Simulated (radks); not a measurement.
# Nuclear size and the levels of Pt⁺

Aim: how the total energy, the levels and the density at the nucleus of Pt⁺ respond when the nuclear radius is scaled.

Program: radks (a radial shooting solver on a logarithmic mesh, Libxc functionals) version 1. Level of theory: Dirac Kohn-Sham, relativistic LDA (MacDonald-Vosko exchange, VWN5 correlation), spin-unpolarised, spherical densities, finite nucleus; open shells fill j = l - 1/2 first. These are calculated values, not measurements, unless marked.

## 1. The system

```
element            : platinum (Z = 78)
charge             : +1
electrons          : 77
configuration      : [Xe] 4f14 5d9
nuclear rms radius : 5.427 fm
```

In the logs a row gives level, spin channel, occupation and eigenvalue; Etot, Ekin, Encl (electron-nucleus), Eh (Hartree) and Exc are energies, all in hartree; err is the last residual, it the number of iterations.

## 2. rms radius 5.427 fm

Input:

```text
Z 78
configuration [Xe] 4f14 5d9 6s0 6p0
relativity Dirac
functional lda_x_rel,vwn5
spin unpolarised
j_filling energy
nucleus finite rms 5.427 fm
c 137.035999084
```

Standard output:

```text
1s1/2   1   2.0000       -2856.26031141
2s1/2   1   2.0000        -502.27572941
2p1/2   1   2.0000        -481.95329767
2p3/2   1   4.0000        -419.26759938
3s1/2   1   2.0000        -118.25820977
3p1/2   1   2.0000        -109.03198643
3p3/2   1   4.0000         -95.23861470
3d3/2   1   4.0000         -79.72620149
3d5/2   1   6.0000         -76.73516115
4s1/2   1   2.0000         -25.61385124
4p1/2   1   2.0000         -21.68196657
4p3/2   1   4.0000         -18.38637335
4d3/2   1   4.0000         -11.90261614
4d5/2   1   6.0000         -11.28641234
4f5/2   1   6.0000          -2.96588007
4f7/2   1   8.0000          -2.83889771
5s1/2   1   2.0000          -4.02511100
5p1/2   1   2.0000          -2.76350125
5p3/2   1   4.0000          -2.21539345
5d3/2   1   4.0000          -0.56602453
5d5/2   1   5.0000          -0.51550730
6s1/2   1   0.0000          -0.48406757
6p1/2   1   0.0000          -0.27787601
6p3/2   1   0.0000          -0.24053438
Etot -18395.066437236754
Ekin 20949.010689244733
Encl -46189.82747827521
Eh 7154.594283949725
Exc -308.84393215600096
err 1.088431452871743e-08
it 15
```

The top filled level is 5d5/2, -14.028 eV.

Sizes of the orbitals, from the radial functions (bohr):

```
level  occupation  energy (eV)     <r>  outermost maximum (interpolated)  90 % within  nodes
4f7/2           8      -77.250  0.5198                             0.387        0.839      0
5p1/2           2      -75.199   1.036                             0.923         1.51      3
5p3/2           4      -60.284   1.137                              1.00         1.66      3
5d3/2           4      -15.402   1.608                              1.24         2.52      2
5d5/2           5      -14.028   1.680                              1.28         2.65      2
6s1/2           0      -13.172   2.690                              2.31         3.94      5
6p1/2           0       -7.561   3.386                              2.83         5.05      4
6p3/2           0       -6.545   3.732                              3.14         5.55      4
```

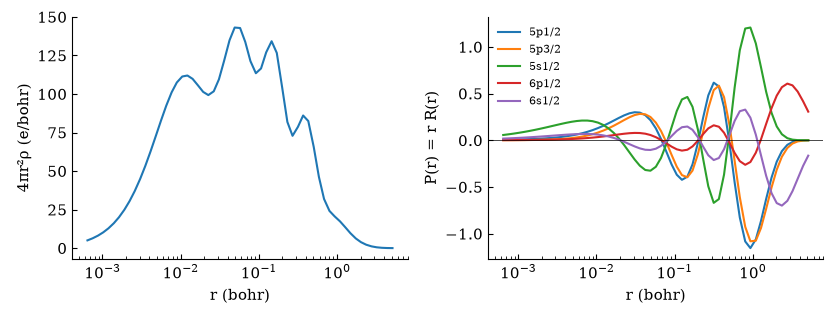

Radial density (left) and radial functions of outer levels (right).

## 3. rms radius 4.4122 fm

Settings, as their differences from step 2:

```diff
@@ -6,3 +6,3 @@
 j_filling energy
-nucleus finite rms 5.427 fm
+nucleus finite rms 4.4122 fm
 c 137.035999084
```

Standard output:

```text
1s1/2   1   2.0000       -2856.69832893
2s1/2   1   2.0000        -502.33984453
2p1/2   1   2.0000        -481.95470060
2p3/2   1   4.0000        -419.26505394
3s1/2   1   2.0000        -118.27270947
3p1/2   1   2.0000        -109.03232187
3p3/2   1   4.0000         -95.23792307
3d3/2   1   4.0000         -79.72557100
3d5/2   1   6.0000         -76.73456715
4s1/2   1   2.0000         -25.61751568
4p1/2   1   2.0000         -21.68204243
4p3/2   1   4.0000         -18.38619535
4d3/2   1   4.0000         -11.90247343
4d5/2   1   6.0000         -11.28627852
4f5/2   1   6.0000          -2.96579900
4f7/2   1   8.0000          -2.83881917
5s1/2   1   2.0000          -4.02583284
5p1/2   1   2.0000          -2.76351779
5p3/2   1   4.0000          -2.21537010
5d3/2   1   4.0000          -0.56602016
5d5/2   1   5.0000          -0.51550434
6s1/2   1   0.0000          -0.48414592
6p1/2   1   0.0000          -0.27788020
6p3/2   1   0.0000          -0.24053510
Etot -18396.162837230386
Ekin 20955.949514468288
Encl -46197.93253036205
Eh 7154.664591147057
Exc -308.84441248367835
err 1.0890464622213111e-08
it 15
```

Energy against step 2 (rms radius 5.427 fm): -29.835 eV. Highest occupied level: 5d5/2 at -14.028 eV.

## 4. rms radius 5.0254 fm

Settings, as their differences from step 3:

```diff
@@ -6,3 +6,3 @@
 j_filling energy
-nucleus finite rms 4.4122 fm
+nucleus finite rms 5.0254 fm
 c 137.035999084
```

Standard output:

```text
1s1/2   1   2.0000       -2856.44032035
2s1/2   1   2.0000        -502.30207447
2p1/2   1   2.0000        -481.95387623
2p3/2   1   4.0000        -419.26655335
3s1/2   1   2.0000        -118.26416762
3p1/2   1   2.0000        -109.03212479
3p3/2   1   4.0000         -95.23833048
3d3/2   1   4.0000         -79.72594239
3d5/2   1   6.0000         -76.73491705
4s1/2   1   2.0000         -25.61535692
4p1/2   1   2.0000         -21.68199787
4p3/2   1   4.0000         -18.38630020
4d3/2   1   4.0000         -11.90255749
4d5/2   1   6.0000         -11.28635735
4f5/2   1   6.0000          -2.96584675
4f7/2   1   8.0000          -2.83886543
5s1/2   1   2.0000          -4.02540759
5p1/2   1   2.0000          -2.76350806
5p3/2   1   4.0000          -2.21538385
5d3/2   1   4.0000          -0.56602274
5d5/2   1   5.0000          -0.51550608
6s1/2   1   0.0000          -0.48409976
6p1/2   1   0.0000          -0.27787773
6p3/2   1   0.0000          -0.24053468
Etot -18395.51700751798
Ekin 20951.839540349974
Encl -46193.13559050046
Eh 7154.623173604637
Exc -308.84413097213235
err 1.0887504042304462e-08
it 15
```

E − E(step 2, rms radius 5.427 fm) = -12.261 eV. Highest occupied level: 5d5/2 at -14.028 eV.

## 5. rms radius 5.8991 fm

Settings, as their differences from step 4:

```diff
@@ -6,3 +6,3 @@
 j_filling energy
-nucleus finite rms 5.0254 fm
+nucleus finite rms 5.8991 fm
 c 137.035999084
```

Standard output:

```text
1s1/2   1   2.0000       -2856.03797459
2s1/2   1   2.0000        -502.24319652
2p1/2   1   2.0000        -481.95257939
2p3/2   1   4.0000        -419.26889129
3s1/2   1   2.0000        -118.25085277
3p1/2   1   2.0000        -109.03181463
3p3/2   1   4.0000         -95.23896573
3d3/2   1   4.0000         -79.72652149
3d5/2   1   6.0000         -76.73546264
4s1/2   1   2.0000         -25.61199198
4p1/2   1   2.0000         -21.68192769
4p3/2   1   4.0000         -18.38646370
4d3/2   1   4.0000         -11.90268856
4d5/2   1   6.0000         -11.28648027
4f5/2   1   6.0000          -2.96592122
4f7/2   1   8.0000          -2.83893757
5s1/2   1   2.0000          -4.02474476
5p1/2   1   2.0000          -2.76349278
5p3/2   1   4.0000          -2.21540530
5d3/2   1   4.0000          -0.56602675
5d5/2   1   5.0000          -0.51550880
6s1/2   1   0.0000          -0.48402781
6p1/2   1   0.0000          -0.27787388
6p3/2   1   0.0000          -0.24053401
Etot -18394.509935493632
Ekin 20945.55433444822
Encl -46185.77919423352
Eh 7154.558608317859
Exc -308.8436840261918
err 1.0880427807066569e-08
it 15
```

Energy against step 2 (rms radius 5.427 fm): +15.143 eV. 5d5/2 is the highest filled level (-14.028 eV).

## 6. rms radius 6.6698 fm

Settings, as their differences from step 5:

```diff
@@ -6,3 +6,3 @@
 j_filling energy
-nucleus finite rms 5.8991 fm
+nucleus finite rms 6.6698 fm
 c 137.035999084
```

Standard output:

```text
1s1/2   1   2.0000       -2855.65109364
2s1/2   1   2.0000        -502.18660454
2p1/2   1   2.0000        -481.95132042
2p3/2   1   4.0000        -419.27113910
3s1/2   1   2.0000        -118.23805553
3p1/2   1   2.0000        -109.03151338
3p3/2   1   4.0000         -95.23957649
3d3/2   1   4.0000         -79.72707827
3d5/2   1   6.0000         -76.73598721
4s1/2   1   2.0000         -25.60875793
4p1/2   1   2.0000         -21.68185946
4p3/2   1   4.0000         -18.38662090
4d3/2   1   4.0000         -11.90281459
4d5/2   1   6.0000         -11.28659845
4f5/2   1   6.0000          -2.96599282
4f7/2   1   8.0000          -2.83900693
5s1/2   1   2.0000          -4.02410773
5p1/2   1   2.0000          -2.76347797
5p3/2   1   4.0000          -2.21542592
5d3/2   1   4.0000          -0.56603061
5d5/2   1   5.0000          -0.51551142
6s1/2   1   0.0000          -0.48395867
6p1/2   1   0.0000          -0.27787016
6p3/2   1   0.0000          -0.24053336
Etot -18393.54162753311
Ekin 20939.62552314434
Encl -46178.82045296648
Eh 7154.496548216678
Exc -308.84324592764756
err 1.0874434980922437e-08
it 15
```

Energy against step 2 (rms radius 5.427 fm): +41.492 eV. 5d5/2 is the highest filled level (-14.028 eV).

## 7. All runs together

```
rms radius (fm)  total energy shift (eV)  density at nucleus (e/bohr³)  1s1/2 shift (meV)  2s1/2 shift (meV)  5p1/2 shift (meV)  6s1/2 shift (meV)  6p1/2 shift (meV)
         4.4122                    -29.8                     2.107e+06             -11919              -1745             -0.450              -2.13             -0.114
         5.0254                    -12.3                     2.003e+06              -4898               -717             -0.186             -0.876            -0.0469
          5.427                        0                     1.944e+06                  0                  0                  0                  0                  0
         5.8991                     15.1                     1.882e+06               6050                885              0.230               1.08             0.0580
         6.6698                     41.5                     1.794e+06              16578               2425              0.633               2.96              0.159
```

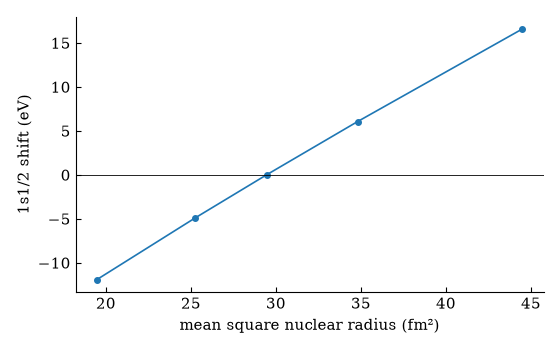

Shift of the 1s1/2 level against the mean square radius.

**Reading.** Shifts are against the first run. Over the range the 1s1/2 level moves by 28.5 eV and the 6p1/2 level by 0.273 meV. A larger nucleus binds the 1s electrons less and lowers the density at its centre. These are shifts of eigenvalues, not the field shifts of spectral lines.
